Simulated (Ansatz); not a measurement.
# InSe (R3m): the HSE06 gap against the k mesh of the hybrid

Wanted: the cheapest k mesh of the hybrid that holds the HSE06 gap of InSe (R3m).

Method: DFT, HSE06, plane waves, PAW, in Ansatz 0.2.0.

The database entry behind the starting cell differs from later determinations by our own check (c about 1.5 % long), so it need not match the best structure at ambient conditions.

### Step 1. Set-up

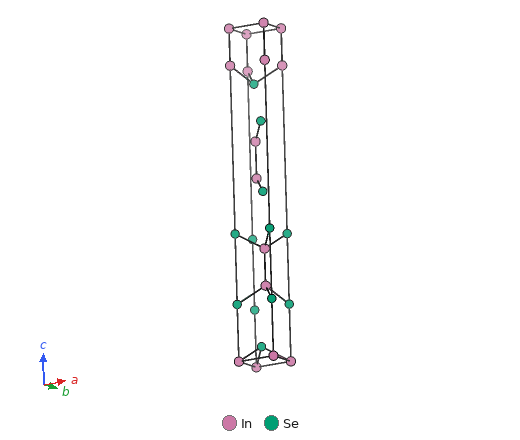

Start, viewed from a free direction; indium pink, selenium teal. This picture shows the conventional cell, with its axes. Bonds to atoms that aren't drawn are left out. Some periodic images of atoms are drawn too.

The cell and positions come from the Crystallography Open Database and are kept as given unless a step says otherwise. The default PAW set here is soft_2. Its files were made with PBE.

### Step 2. k mesh of the hybrid: 2×2×2

Contents of input.yaml:

```yaml
crystal:
  lattice:
    - [2.0, 1.1547005384, 8.44]
    - [-2.0, 1.1547005384, 8.44]
    - [0.0, -2.3094010768, 8.44]
  atoms:
    - { symbol: In, position: [0.0, 0.0, 0.0] }
    - { symbol: In, position: [0.1114, 0.1114, 0.1114] }
    - { symbol: Se, position: [0.6165, 0.6165, 0.6165] }
    - { symbol: Se, position: [0.8281, 0.8281, 0.8281] }
kpoints:
  mp_grid: { grid: [2, 2, 2] }
  band_path:
    path:
      - [0.0, 0.0, 0.0]
      - [-0.5, -0.5, -0.5]
      - [-0.5, -0.17914517, -0.82085483]
      - [-0.17914517, 0.17914517, -0.5]
      - [0.0, 0.0, -0.5]
      - [0.0, 0.33957259, -0.33957259]
      - [-0.33957259, 0.0, -0.66042741]
      - [-0.5, 0.0, -0.5]
    npoints: 1
hamiltonian:
  xc: hse06
scf:
  occupations: { method: fixed }
  n_extra_bands: 5
output:
  eigenvalues: true
```

Run with:

```
> ansatz run input.yaml --threads 3 --pin off --max-ram 92160MiB --backend cuda --events-out ev --progress --plain --runs-dir out --devices 1 --max-vram 13GiB
```

Numbers of over 12 decimals in the logs are rounded to 6 here.

Output:

```text
basis.fft_grid_basis auto: the FFT boxes are laid along the combinations [[1, 0, -1], [0, 1, -1], [0, 0, 1]] of the cell's own vectors, 4.000, 4.000 and 8.750 Å long. The dense box has 27×27×60 points. Along the cell's own vectors, as sized, it would have 60×60×60, 4.94 times as many. Of the 6 symmetry operations that the crystal satisfies within crystal.symmetry.tolerance (time reversal apart; of a slab, those that  [...]
scf.n_extra_bands = 5 over 29 filled bands (N_el = 58.0): the run solves 34 bands
exact exchange: scf.exx.singularity resolves to wigner_seitz, which cuts the screened interaction at the faces of the exchange supercell's Wigner-Seitz cell, so that each pair interacts once, at the shortest of its separations (the periodic images that this leaves out come, for a point-like exchange hole, to about 0.051 eV on a filled level). The cut falls within the interaction's reach, and what an exchange supercel [...]
GPUs: using 1 of 1 available (devices: 1).
Engine: ansatz 0.2.0, x86_64-unknown-linux-gnu
Pseudopotentials: kind: paw
Pseudopotential: In, paw, valence charge 13, recommended cutoff 420 eV (normal), In.paw.azcp
Pseudopotential: Se, paw, valence charge 16, recommended cutoff 420 eV (normal), Se.paw.azcp
Functional definition: HSE06
  parameter a = 0.25
  parameter omega = 0.11/bohr
  exchange = pbe_x - a*pbe_x_sr(omega) + a*exact_x_sr(omega)
  correlation = pbe_c
davidson cushion auto → on  (no smearing: the cushion is to keep the highest requested band from converging to the state above it; pin scf.eigensolver.cushion to override)
concurrent solve slots: 2 of 3 are kept, ahead of what memory takes: no pass of the eigensolver takes more rounds on 2
device memory: the entry about to start is reckoned to put 1.1 GiB on a device that reports 26.9 GiB free (of which the cap on the GPU budget leaves the run 13.0 GiB)
GPU FFT provider: cuFFT
GPU libraries: cuBLAS 13.8.2, cuFFT 12.4.0, cuSOLVER 12.3.4
Crystal: 4 atoms, lattice volume = 116.948 Å³
Basis set: ecut = 420 eV, 2309 PW (Γ), FFT grids on a1−a3, a2−a3, a3
Bands: 34, of which v1, the nominal top of the filled ones, is band 29 counted from 1 (28 counted from 0)
Symmetry: 6 space group operations
Space group: R3m (ITA 160), of the structure as read, at distance tolerance 4.9e-5 Å
k-points: 4 of 8
Non-local potential: In, projectors of the file, l = 0: 2, l = 1: 2, l = 2: 2, l = 3: 2
Non-local potential: Se, projectors of the file, l = 0: 2, l = 1: 2, l = 2: 3, l = 3: 1
PAW form: soft (Blöchl's): semilocal exchange-correlation on the pseudo side does not see the compensation charge
PAW frozen core: In, regenerated for the run's functional, and the local potential with it (the file was generated under x = pbe(κ = 0.804, μ = 0.219515), c = pbe(β = 0.066725))
PAW frozen core: Se, regenerated for the run's functional, and the local potential with it (the file was generated under x = pbe(κ = 0.804, μ = 0.219515), c = pbe(β = 0.066725))
PAW one-centre angular grid: In, 590 points (default); XC on 64 Gauss nodes
PAW one-centre angular grid: Se, 590 points (default); XC on 64 Gauss nodes
Initial density: superposition of atomic densities (neutral atoms: chi_scale 0, normalization atom), corrected by the library's trained network
Initial wavefunctions: pseudopotential atomic-orbital guess
GPU buffer pool allocated for 43740 grid points (all kernels)
GPU transforms: local potential and band sums: pruned to the plane-wave sphere, on 27×27×60
Functional: x = pbe(κ = 0.804, μ = 0.219515), c = pbe(β = 0.066725), warm-up for x = pbe(κ = 0.804, μ = 0.219515) + 0.25 (exact − pbe) at short range (hse, ω = 0.207870 Å⁻¹), c = pbe(β = 0.066725); HSE06 as pw.x's `hse` composes it (authors' and Libxc's form: `xc: wpbeh`)
SCF iter   1: F=—  HF=-22134.566788 eV  |F-HF|=—  |Δ(HF+E_count)|=         —  Δρ=7.92e-3  dr2=7.62e-2  ethr=1.77e-3  ⟨swp⟩=6.2  Hψ=565  notcnv=0
[...]
SCF iter   2: F=—  HF=-22145.655341 eV  |F-HF|=—  |Δ(HF+E_count)|=   1.16e-2  Δρ=2.60e-3  dr2=2.27e-2  ethr=2.25e-8  ⟨swp⟩=8.5  Hψ=789  notcnv=0
[...]
SCF iter   4: F=—  HF=-22145.666570 eV  |F-HF|=—  |Δ(HF+E_count)|=   1.44e-2  Δρ=1.27e-3  dr2=3.16e-3  ethr=2.25e-8  ⟨swp⟩=7.0  Hψ=683  notcnv=0  defer=1
SCF iter   5: F=—  HF=-22145.666148 eV  |F-HF|=—  |Δ(HF+E_count)|=   4.22e-4  Δρ=7.78e-4  dr2=1.05e-3  ethr=2.25e-8  ⟨swp⟩=5.5  Hψ=510  notcnv=0
SCF iter   6: F=—  HF=-22145.665901 eV  |F-HF|=—  |Δ(HF+E_count)|=   2.47e-4  Δρ=2.55e-4  dr2=1.37e-4  ethr=2.25e-8  ⟨swp⟩=5.2  Hψ=560  notcnv=0  defer=1
SCF iter   7: F=—  HF=-22145.666219 eV  |F-HF|=—  |Δ(HF+E_count)|=   3.18e-4  Δρ=1.52e-4  dr2=4.85e-5  ethr=2.25e-8  ⟨swp⟩=5.0  Hψ=478  notcnv=0
SCF iter   8: F=-22145.666207 eV  HF=-22145.666208 eV  |F-HF|=8.21e-7  |Δ(HF+E_count)|=   1.12e-5  Δρ=2.57e-5  dr2=3.88e-6  ethr=2.25e-8  ⟨swp⟩=4.0  Hψ=394  notcnv=0
SCF 2 stopped early in 8 iterations: F = -22145.666207 eV  dr2 = 3.88e-6
hybrid outer 1: dexx = +1.688e-2 eV, tail = 9.06e-5 eV
GPU FFT provider: cuFFT
GPU libraries: cuBLAS 13.8.2, cuFFT 12.4.0, cuSOLVER 12.3.4
GPU buffer pool allocated for 43740 grid points (all kernels)
GPU transforms: local potential and band sums: pruned to the plane-wave sphere, on 27×27×60
Exchange kernel: α = 0.2500, screened, ω = 0.2079 Å⁻¹, Wigner–Seitz truncation, v(0) = 821.0529 eV·Å³, q-mesh 2×2×2, nearest image of the exchange supercell L = 8.00 Å, pair-density grid 24×24×60, without the augmentation charges, whose exchange is taken in its separable form by FFT convolution over the k-point mesh (the finest that the files' search goes to), smooth part of the exact exchange by density-matrix convolution in up to 707.5 MiB of GPU memory as planned if the GPU has room (build and FFT work areas not counted)
Frozen-core exchange: fock
SCF iter   1: F=—  HF=-22145.666243 eV  |F-HF|=—  |Δ(HF+E_count)|=         —  Δρ=6.11e-5  dr2=8.90e-6  ethr=7.81e-7  ⟨swp⟩=2.5  Hψ=302  notcnv=0
preconditioner: auto → none  [insulator: Δε(μ)=1.199 eV  Ē_g=15.237 eV  n_scr=30 (ndim 8)  ℏωp=21.2 eV  f_vac=0.098]
iter 2 solved again at ethr=7.46e-10 eV; its pass at ethr=1.41e-8 eV (dr2=4.33e-7 eV) is discarded
SCF iter   2: F=—  HF=-22145.666243 eV  |F-HF|=—  |Δ(HF+E_count)|=   3.92e-7  Δρ=2.63e-5  dr2=7.68e-7  ethr=7.46e-10  ⟨swp⟩=2.2  Hψ=793  notcnv=0
SCF iter   3: F=—  HF=-22145.666246 eV  |F-HF|=—  |Δ(HF+E_count)|=   2.54e-6  Δρ=1.64e-5  dr2=2.21e-7  ethr=7.46e-10  ⟨swp⟩=3.8  Hψ=428  notcnv=0
SCF iter   4: F=-22145.666246 eV  HF=-22145.666246 eV  |F-HF|=5.82e-11  |Δ(HF+E_count)|=   3.35e-8  Δρ=5.74e-6  dr2=2.48e-8  ethr=3.53e-10  ⟨swp⟩=3.0  Hψ=324  notcnv=0
SCF 3 converged in 4 iterations: F = -22145.666246 eV  dr2 = 2.48e-8
hybrid outer 2: dexx = +9.892e-7 eV, tail = 9.24e-8 eV, Δε = 2.21e-3 eV (about 1.14e-4 eV left of the loop's levels)
device memory: the entry about to start is reckoned to put 0.6 GiB on a device that reports 23.6 GiB free (of which the cap on the GPU budget leaves the run 13.0 GiB)
NSCF: frozen V_eff on 8 k-points
hybrid SCF converged: 2 outer / 12 inner (+7 warm-up), last move |dexx| = 9.89e-7 eV, tail = 9.24e-8 eV
Stability not checked: this state was not tested for a lower state beside it, because the functional holds exact exchange (a hybrid, or Hartree-Fock), whose exchange loop this test does not read (fock_operator; see scf.lower_state_search)
Free energy (F): -22145.666244 eV
Frozen-core exchange: fock
Harris-Foulkes:  -22145.666244 eV  (|F-HF|=5.82e-11)
Internal energy: -22145.666244 eV  (E = F + TS)
E sigma→0 (E₀):  -22145.666244 eV
Fermi energy:    7.001243 eV
--- Per-component energies (eV) ---
  E_band       = -1048.787800
  E_kinetic    = 725.741244
  E_local      = -7928.675233  (includes V_loc(G=0)·N_el)
  E_nonlocal   = -458.258068
  E_hartree    = 3662.879147
  E_xc         = -509.233459
  E_vxc        = -315.980196  (∫ρ·V_xc dr)
  E_exx        = -201.478595  (= α·E_x^exact, valence–valence)
  E_paw        = -12071.316801  (= ΣΔE_a)
  E_vpaw       = 5.587355  (= ΣTr[D̂ρ^β])
  E_aug_tail   = -0.001160  (compensation charges beyond the density's cutoff)
  E_ewald      = -5364.203816
  E_core_change = -1.119502  (= ΣΔE_core)
  E_smearing   = -0.000000  (= −TS)
  E_closure    = -0.000000  (closes the sum)
  Σ components = -22145.666244   (vs F -22145.666244, Δ=0.00e0)
--- Band table (eV) ---
  k-point 0: bands = [... 25 lower, 5.4374, 5.4374, 5.5360, 5.5360, 9.4907, 9.8854, 12.1522, 12.1522, ... 1 higher]
  k-point 1: bands = [... 25 lower, 4.3335, 4.3771, 4.4462, 5.1660, 8.7460, 9.6975, 11.3204, 11.6887, ... 1 higher]
  k-point 2: bands = [... 25 lower, 4.0526, 4.1619, 4.6435, 5.3398, 8.8153, 9.6005, 10.9584, 11.2877, ... 1 higher]
  k-point 3: bands = [... 25 lower, 5.3611, 5.6191, 5.6191, 7.0012, 8.2009, 9.9755, 12.0611, 12.0611, ... 1 higher]
```

It took 26 s on 1 × NVIDIA H100 80GB HBM3 (shared by 6 runs) with 3 threads of AMD EPYC 7R13 (Zen 3), shared host; peak memory 1.2 GiB; 11 s of CPU time.

Reading the cycles: dr2 is the Hartree energy of the density residual (eV), the measure of convergence; HF is the Harris–Foulkes estimate of the energy, which meets the free energy F at convergence.

Numbers from this step:

```yaml
gap: 1.200 eV
valence_top_at: T
conduction_bottom_at: T
least_direct_gap: 1.200 eV
exact_exchange_fraction: 0.25
```

The gap is direct, at (-0.500, -0.500, -0.500).

### Step 3. k mesh of the hybrid: 4×4×4

Edit input.yaml of step 2 so:

```diff
@@ -11,3 +11,3 @@
 kpoints:
-  mp_grid: { grid: [2, 2, 2] }
+  mp_grid: { grid: [4, 4, 4] }
   band_path:
```

Output:

```text
[...]
GPUs: using 1 of 1 available (devices: 1).
[...]
GPU FFT provider: cuFFT
GPU libraries: cuBLAS 13.8.2, cuFFT 12.4.0, cuSOLVER 12.3.4
Crystal: 4 atoms, lattice volume = 116.948 Å³
Basis set: ecut = 420 eV, 2309 PW (Γ), FFT grids on a1−a3, a2−a3, a3
Bands: 34, of which v1, the nominal top of the filled ones, is band 29 counted from 1 (28 counted from 0)
Symmetry: 6 space group operations
[...]
k-points: 13 of 64 (time reversal used)
[...]
Fermi energy:    6.872648 eV
[...]
--- Band table (eV; the first three rows and the last of 13) ---
  k-point 0: bands = [... 25 lower, 5.4224, 5.4224, 5.5209, 5.5209, 9.3239, 9.7482, 12.1149, 12.1149, ... 1 higher]
  k-point 1: bands = [... 25 lower, 4.6286, 4.7824, 4.9306, 5.7940, 9.5908, 9.8549, 11.6973, 11.9670, ... 1 higher]
  k-point 2: bands = [... 25 lower, 4.2761, 4.2931, 4.4073, 5.0859, 8.6823, 9.5948, 11.2506, 11.6105, ... 1 higher]
  k-point 12: bands = [... 25 lower, 5.3483, 5.6014, 5.6014, 6.8726, 8.0561, 9.8311, 12.0237, 12.0237, ... 1 higher]
[key lines of the parts left out:]
Free energy (F): -22146.860704 eV
```

It took 33 s on 1 × NVIDIA H100 80GB HBM3 (shared by 6 runs) with 3 threads; peak memory 1.6 GiB.

Numbers from this step:

* gap: 1.183 eV
* valence top at: T
* conduction bottom at: T
* least direct gap: 1.183 eV

The gap is 1.183 eV, −0.016 eV from the run before at this level.

### Step 4. k mesh of the hybrid: 6×6×6

Edit input.yaml of step 3 so:

```diff
@@ -11,3 +11,3 @@
 kpoints:
-  mp_grid: { grid: [4, 4, 4] }
+  mp_grid: { grid: [6, 6, 6] }
   band_path:
@@ -30 +30,5 @@
   eigenvalues: true
+  write_density: true
+  write_potential: true
+  elf: true
+  volumetric_format: npy
```

Output:

```text
[...]
GPUs: using 1 of 1 available (devices: 1).
[...]
GPU FFT provider: cuFFT
GPU libraries: cuBLAS 13.8.2, cuFFT 12.4.0, cuSOLVER 12.3.4
Crystal: 4 atoms, lattice volume = 116.948 Å³
Basis set: ecut = 420 eV, 2309 PW (Γ), FFT grids on a1−a2, a2, −a2+a3
Bands: 34, of which v1, the nominal top of the filled ones, is band 29 counted from 1 (28 counted from 0)
Symmetry: 6 space group operations
[...]
Fermi energy:    6.857548 eV
[...]
--- Band table (eV; the first three rows and the last of 32) ---
  k-point 0: bands = [... 25 lower, 5.4177, 5.4177, 5.5175, 5.5175, 9.3030, 9.7312, 12.1126, 12.1126, ... 1 higher]
  k-point 1: bands = [... 25 lower, 4.8230, 5.0691, 5.2135, 5.7359, 9.7995, 10.3703, 11.4249, 12.2243, ... 1 higher]
  k-point 2: bands = [... 25 lower, 4.5180, 4.5306, 4.6560, 5.5909, 9.0318, 9.6872, 11.3725, 11.8976, ... 1 higher]
  k-point 31: bands = [... 25 lower, 5.3440, 5.5975, 5.5975, 6.8575, 8.0387, 9.8135, 12.0216, 12.0216, ... 1 higher]
[key lines of the parts left out:]
Free energy (F): -22146.921961 eV
```

It took 71 s on 1 × NVIDIA H100 80GB HBM3 (shared by 6 runs) with 3 threads; peak memory 2.6 GiB; 91 s of CPU time.

Numbers from this step:

```
gap                  : 1.181 eV
valence top at       : T
conduction bottom at : T
least direct gap     : 1.181 eV
```

The gap is 1.181 eV, −0.002 eV from the run before at this level.

### Step 5. The series

Differences are against the last row; a negative gap means that bands overlap, and a run with a band path holds that path's time. Times are wall times on 1 × NVIDIA H100 80GB HBM3 (shared by 6 runs) with 3 threads of AMD EPYC 7R13 (Zen 3), shared host. The host was busy with other work, so they are no guide to cost.

| k mesh of the hybrid | gap (eV) | direct gap (eV) | gap error (eV) | energy error (meV/atom) | irreducible k | time |
| --- | --- | --- | --- | --- | --- | --- |
| 2×2×2 | 1.200 | 1.200 | +0.018 | +313.9 | 4 | 26 s |
| 4×4×4 | 1.183 | 1.183 | +0.002 | +15.3 | 13 | 33 s |
| 6×6×6 | 1.181 | 1.181 | +0.000 | +0.0 | 32 | 71 s |

### Step 6. Outcome

```yaml
2x2x2: 1.200 eV
4x4x4: 1.183 eV
6x6x6: 1.181 eV
```

**Reading.** The gap holds to 0.02 eV from 2×2×2 on, the cheapest setting tried. At 2×2×2 the gap is off by +0.018 eV and the energy by +314 meV/atom. The gap is read over the mesh and added points near the edges, so meshes differ mainly through the density and, for a hybrid, the exchange operator.

[Paths, hosts, dates, memory and timing lines, banners, echoed tables and standing remarks are left out of the program output.]

[Logs are printed without paths, hosts, clocks, repeated set-up lines and the standing remarks that a program may print on its own settings, such as how far it seeks lower states.]

[Runs of the session that timed out or met a known fault of the program may be left out.]

[Cells called generated may have been cut or substituted from an entry of the Crystallography Open Database or the Materials Project.]

[Hosts, paths, dates, database ids (printed as entryN), source tags and the programs' standing remarks are cut or masked in the printed files.]
